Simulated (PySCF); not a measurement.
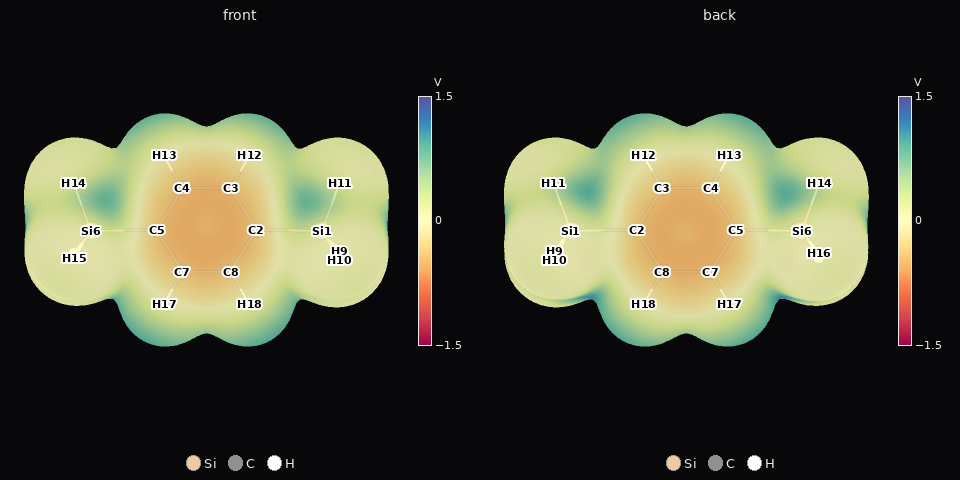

C$_{6}$H$_{10}$Si$_{2}$ (SMILES [SiH3]c1ccc([SiH3])cc1). The molecular electrostatic potential painted on the density surface at 0.002 e/bohr³, seen from the front and from behind; the colour scale runs from red (negative) to blue (positive).

Geometry: GFN2-xTB.

Method: PySCF, PBE0/def2-SVPD, SCF density, gas phase.

```yaml
atoms:
  - { symbol: Si, position_ang: [-3.2615, -0.4779, -0.1299] }
  - { symbol: C, position_ang: [-1.3978, -0.2096, -0.0364] }
  - { symbol: C, position_ang: [-0.5975, -0.9093, 0.8616] }
  - { symbol: C, position_ang: [0.7697, -0.7102, 0.9096] }
  - { symbol: C, position_ang: [1.3970, 0.1979, 0.0619] }
  - { symbol: Si, position_ang: [3.2604, 0.4835, 0.1078] }
  - { symbol: C, position_ang: [0.5955, 0.8985, -0.8370] }
  - { symbol: C, position_ang: [-0.7699, 0.6997, -0.8849] }
  - { symbol: H, position_ang: [-3.5882, -1.1832, -1.3731] }
  - { symbol: H, position_ang: [-3.9341, 0.8238, -0.1224] }
  - { symbol: H, position_ang: [-3.6906, -1.2736, 1.0214] }
  - { symbol: H, position_ang: [-1.0549, -1.6208, 1.5361] }
  - { symbol: H, position_ang: [1.3633, -1.2681, 1.6216] }
  - { symbol: H, position_ang: [3.8242, -0.2145, 1.2645] }
  - { symbol: H, position_ang: [3.5231, 1.9214, 0.2145] }
  - { symbol: H, position_ang: [3.8650, -0.0269, -1.1265] }
  - { symbol: H, position_ang: [1.0525, 1.6141, -1.5078] }
  - { symbol: H, position_ang: [-1.3651, 1.2614, -1.5927] }
```

Question: Describe the electrostatic potential map.

Answer: The most negative region (about −0.5 V) lies over the π face of the C atoms, the most positive (about +1.1 V) over Si1 and Si6.

Question: How polar is the molecule by this calculation?

Answer: Its dipole moment is zero.
